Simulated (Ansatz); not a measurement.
Cost and result by functional for the adsorption energy of CH3 on the 1x1 (111) surface of fcc Au (the real clean face reconstructs), one in a 2x2 cell, started at the site 'bridge Au-Au (span 2.9 Å)', in Ansatz (plane waves, PAW). Single points on the PBE structure, on one kind of machine; costs are rough ratios of the slab run's core time (references not counted) to the cheapest single point. r2SCAN's cost holds its higher cutoff (500 against 420 eV). Differences are taken against r2SCAN for comparison alone: no measured value is at hand, so the table doesn't rank accuracy.

Slab: 20 atoms, 7.2 Å thick at the start under the adsorbate (thin: gaps and levels are the slab's own); k 6x6x1, smearing 0.1 eV, dipole-corrected; 8 atoms held, the rest relaxed; no symmetry held; spin-polarised, no spin-orbit, no U, no dispersion correction. The starting moment vanished. At the end it is bonded to Au. In PBE it is, or lies within 0.03 eV of, the lowest of the starts that converged. These notes are the PBE run's. r2SCAN: The program's check for a lower electronic state was not made. Adsorption energies are against CH4(g) − ½ H2(g). A negative adsorption energy means that the adsorbate is more stable on the surface than in its reference.

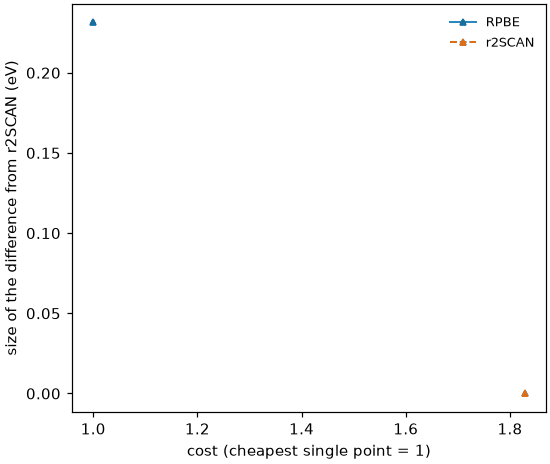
Figure: Difference from r2SCAN against cost

```tsv
functional	relative cost	adsorption energy (eV)	less r2SCAN (eV)
RPBE	1	1.35	0.23
r2SCAN	2	1.12	0.00
PBE (the relaxed run's value)	–	1.20	0.08
```

The values span 0.23 eV, while the single points' costs differ by a factor of roughly 2. Differences are of unrounded values.

Ansatz is a program for electronic structure.
